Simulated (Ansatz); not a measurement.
## Electronic structure of BCl$_{2}$H$_{3}$Si···H$_{2}$ in real space

```xyz
9

B    -1.0869    0.4983    0.0083
H     0.7427   -0.7122   -2.3182
Cl   -2.3808   -0.5436   -0.5230
Cl   -1.1477    2.1854   -0.4303
H     1.1160   -0.0672   -2.2666
Si    0.4168   -0.2133    1.1519
H     1.6751    0.5322    0.8893
H     0.6298   -1.6637    0.9103
H     0.0349   -0.0159    2.5783
```

The product side of a reaction path; geometry: PBE0-D4/def2-TZVP.

The calculation used RKS PBE0-D4/def2-TZVPP (Ansatz 0.2.0).

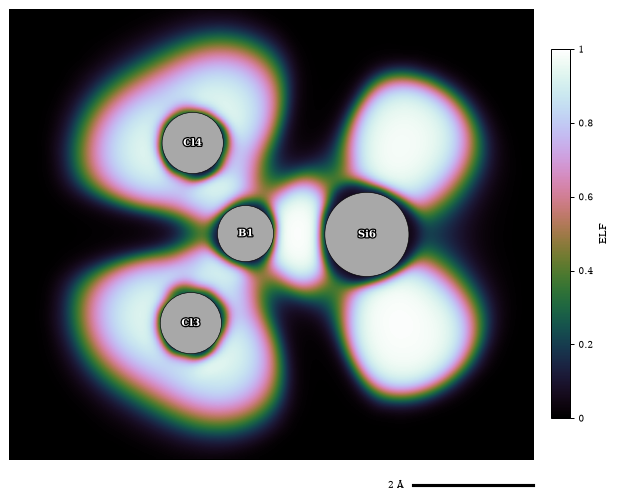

Figure 1. ELF on the plane of atoms Cl3, B1 and Si6. Grey discs cover the atomic cores.

**Describe what can be read from this map.**

- Atoms in the plane: B, Cl and Si.
- B–Cl (1.74 Å): the ELF peaks at about 0.90 between the atoms; a shared but strongly polarised pair.
- Si–B (2.02 Å): the ELF peaks at about 1 between the atoms: a covalent bond.
- The ELF also peaks beside Cl3 and Cl4, away from the bonds: lone-pair regions.

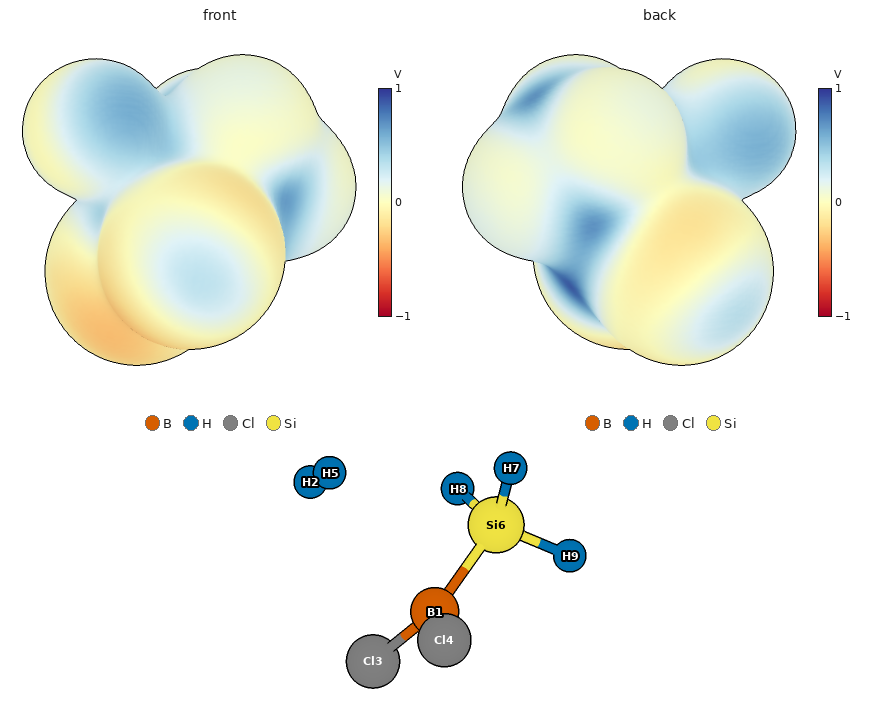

Figure 2. The electrostatic potential painted on the density surface at 0.001 e/bohr³, seen from the front and from behind; red is negative and blue positive. The bare structure is drawn below in the same view.

**Which sites attract a positive test charge, and which a negative one?**

A positive charge is drawn to the negative regions and a negative charge to the positive ones. The most negative region (about −0.3 V) lies over Cl3 and Cl4, the most positive (about +0.8 V) over B1. Cl3 shows a σ-hole: about +0.3 V at the tip opposite its bond, against about −0.1 V on its flanks. Cl4 shows a σ-hole: about +0.3 V at the tip opposite its bond, against about −0.1 V on its flanks.

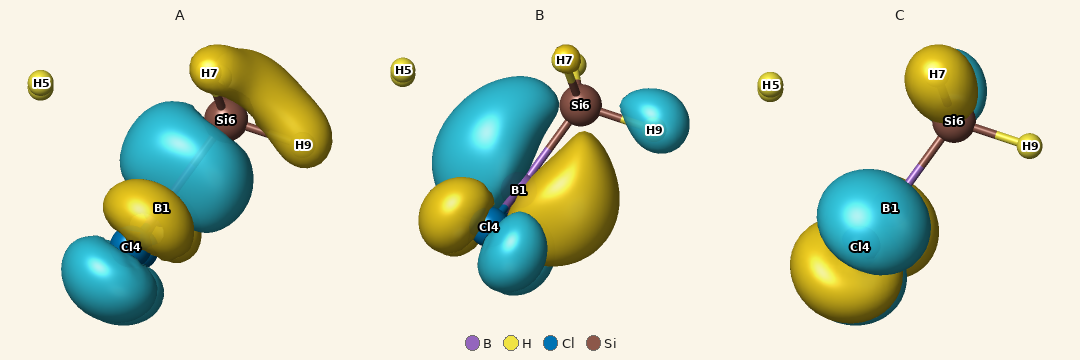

Figure 3. Three frontier orbitals at ±0.1 Å⁻³ᐟ² (yellow and cyan are the two phases), in no order.

**Which picture is the HOMO−1, the HOMO and the LUMO?**

C is the HOMO−1 (−9.20 eV). Its weight (Hirshfeld) is mainly on Cl4 (about 45 %) and Cl3 (about 40 %); largely a combination of lone pairs on Cl4 and Cl3. A is the HOMO (−8.35 eV). By Hirshfeld shares it lies mainly on Si6 (about 25 %), Cl4 (about 20 %), Cl3 (about 20 %) and B1 (about 20 %). B is the LUMO (−2.15 eV). Its weight (Hirshfeld) is mainly on B1 (about 45 %), Cl3 (about 15 %), Cl4 (about 15 %) and Si6 (about 15 %).

**What is the HOMO–LUMO gap?**

6.20 eV between the orbital energies.

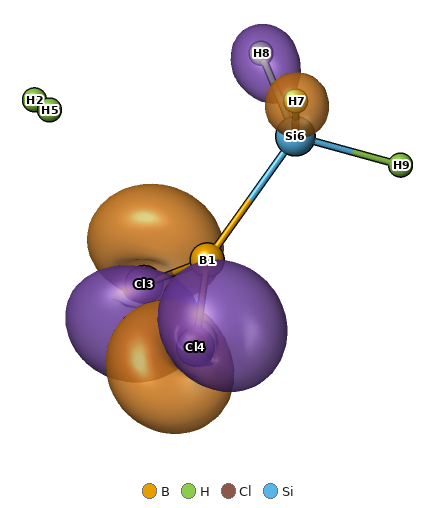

Figure 4. The HOMO−1 at ±0.15 Å⁻³ᐟ² (orange and purple are the two phases), seen at a tilt.

**Where does this orbital lie, and at what energy?**

It lies mainly on Cl4 (about 45 %) and Cl3 (about 40 %); largely a combination of lone pairs on Cl4 and Cl3. Its energy is −9.20 eV.
